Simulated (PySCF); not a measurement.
```yaml
atoms:
  - { symbol: Te, position_ang: [0.0000, 0.0000, -0.2409] }
  - { symbol: F, position_ang: [0.0000, 0.0000, 1.6471] }
```

Core potentials replace the inner electrons of Te.

These are results of PBE0/cc-pVDZ(-PP), non-relativistic Hamiltonian with scalar-relativistic core potentials where named, at a bond length of 1.888 Å in PySCF 2.14.0, not measurements.

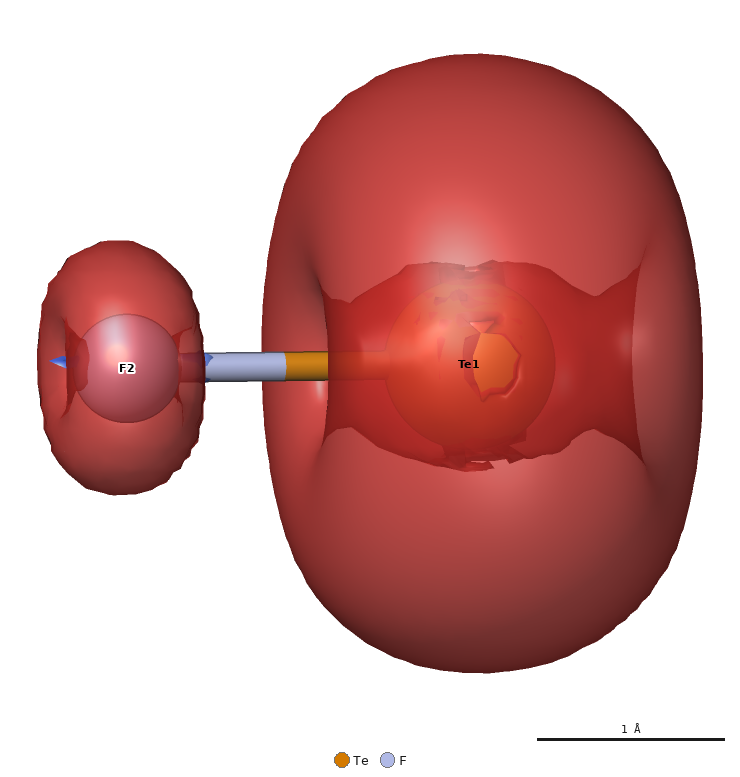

TeF (charge +1, triplet). Isosurfaces of the spin density at +0.04 (red) and −0.04 e/Å³ (blue), seen from one side.

Question: Which atoms carry the spin?

Answer: The unpaired spin (2 electrons) lies mostly on Te1 (about 1.9) and F2 (about 0.1), in electrons by Hirshfeld's partition.
